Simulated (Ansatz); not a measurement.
What F on a Li site (antisite), symmetric start does to LiF

Take a 16-atom supercell of LiF in the rock salt structure (space group Fm-3m, No. 225; a = 3.990 Å) at its relaxed geometry as the base.

One thing is altered: a neutral F on a Li site (antisite), symmetric start, atoms relaxed at fixed cell.

Calculations: r2SCAN (Ansatz, a quantum-chemistry and plane-wave program), no SOC. Γ-centred 5×5×5 mesh, Fermi–Dirac width 0.01 eV.

```json
{
  "pressure": "6.0 GPa (base 0.0 GPa)",
  "energy_gained_by_relaxation": "0.75 eV",
  "largest_displacement_of_a_host_atom_from_its_site_in_the_perfect_cell": "0.14 Å"
}
```

Final structure:

```
Li7F9
1.0
    0.00000     3.99020     3.99020
    3.99020     0.00000     3.99020
    3.99020     3.99020     0.00000
F Li
9 7
Direct
  0.00000   0.00000   0.00000
  0.98282   0.98282   0.51718
  0.98282   0.51718   0.98282
  0.98282   0.51718   0.51718
  0.51718   0.98282   0.98282
  0.51718   0.98282   0.51718
  0.51718   0.51718   0.98282
  0.50000   0.50000   0.50000
  0.25000   0.25000   0.25000
  0.25000   0.25000   0.75000
  0.25000   0.75000   0.25000
  0.25000   0.75000   0.75000
  0.75000   0.25000   0.25000
  0.75000   0.25000   0.75000
  0.75000   0.75000   0.25000
  0.75000   0.75000   0.75000
```

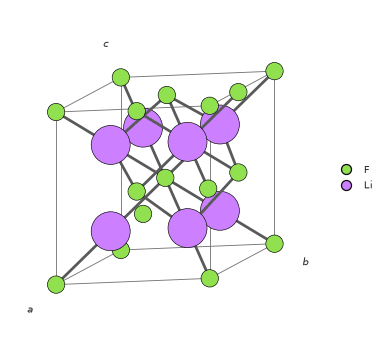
Figure. The relaxed cell after the change

The magnetic state is the one reached from the starting moments; the real material's order can differ, and small cells can't hold many antiferromagnetic ones. In so small a cell the defect repeats every few ångströms: this is an ordered compound, not a dilute defect. The mesh was chosen for an insulator and is coarse for the gapless case. The defect started on the symmetric site and kept its symmetry, so it may sit on a saddle. The defect cell is spin-polarised and ends with 2.0 μB.
